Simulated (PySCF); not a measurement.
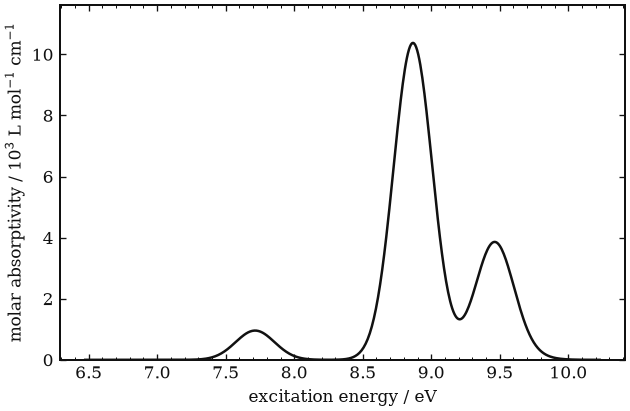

Computed absorption of C₃ClF₇, SMILES FC(F)(F)C(F)(F)C(F)(F)Cl. Vertical TDDFT excitations, PBE0/def2-SVPD in PySCF 2.14.0, at a GFN2-xTB geometry (no frequency check), gas phase. The lowest 6 singlet states are shown; each is broadened by a Gaussian of 1/e half-width 0.20 eV.

Q: Where is the maximum of the broadened curve, and how high is it?

A: At about 8.9 eV (140 nm), with ε near 10000 L mol⁻¹ cm⁻¹.

Q: Which of the computed transitions is the brightest, and what character does the calculation give it?

A: S3 at 8.87 eV (140 nm), f = 0.128, mainly HOMO−2 → LUMO (89 %).

Known limits of this run: the tight-binding geometry is rougher than a DFT one and adds to the error; one conformer of a flexible molecule; core orbitals are frozen in the response.
